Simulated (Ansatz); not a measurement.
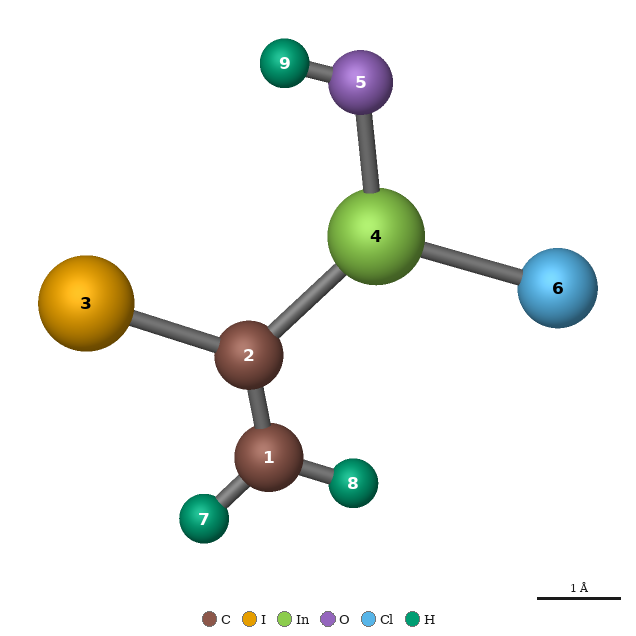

Simulated data, not a measurement (program: Ansatz).

The atoms are numbered. The species has charge +1 and is a spin doublet. Geometry: the geometry of the neutral molecule.

Give the bond lengths.

```
   bond  length (Å)
  C1–C2       1.326
  C1–H7       1.086
  C1–H8       1.087
  C2–I3       2.100
 C2–In4       2.123
 In4–O5       1.967
In4–Cl6       2.319
  O5–H9       0.961
```
